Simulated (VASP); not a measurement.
Band structure of MoSb (relaxed from the CsCl type structure, space group Pm-3m). These are r2SCAN meta-GGA, VASP's PBE PAW potentials (set 64) (plane waves; VASP) values and carry that method's errors.

Unless said otherwise, spin-orbit coupling is left out, though it shifts the bands of the heavy elements here.

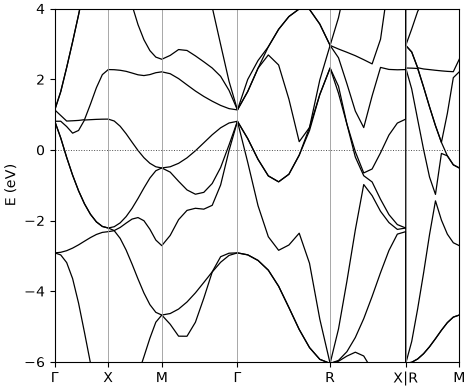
Figure. Bands along high-symmetry lines, zero at the valence-band maximum or, without a gap, the Fermi level

Problem. Read the plot: is there a gap, and where are the band edges?

Solution. It has no gap at this level: it comes out as a metal or semimetal.

The structure was generated: MoSb was put into the CsCl type type (Pm-3m), which need not be its known phase. It was relaxed first, which changed the volume by -35 %. The electron count is odd and the run is not spin-polarised, which forces a metal.
